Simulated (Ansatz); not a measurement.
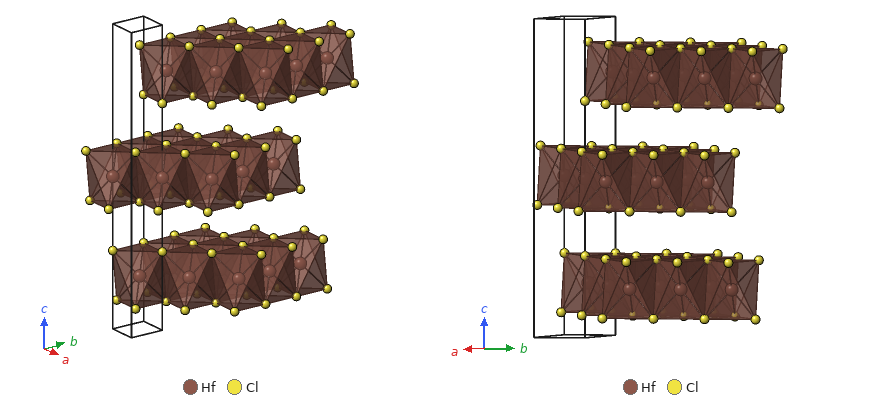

Polyhedra are drawn about Hf (bonds: Cl–Hf below 2.9 Å); other atoms are plain spheres. Two views of the same piece.

HfCl2 (space group R-3m, No. 166). Coordinates: coordinates from a relaxation with DFT PBE+D3(BJ), scalar-relativistic, plane waves, PAW (Ansatz); the starting structure was generated, so it need not be a known form of this composition.

Question: What figure surrounds each Hf atom, and what does it share with the other drawn polyhedra?

Answer: Hf: HfCl6 octahedron, sharing edges with six neighbours.

Question: What is the connectivity of the polyhedra: isolated, groups, chains, layers or framework?

Answer: They form layers of edge-sharing octahedra parallel to (001).

Question: How far apart are the centres of linked polyhedra?

Answer: Centre to centre across a shared edge: 3.24 Å.
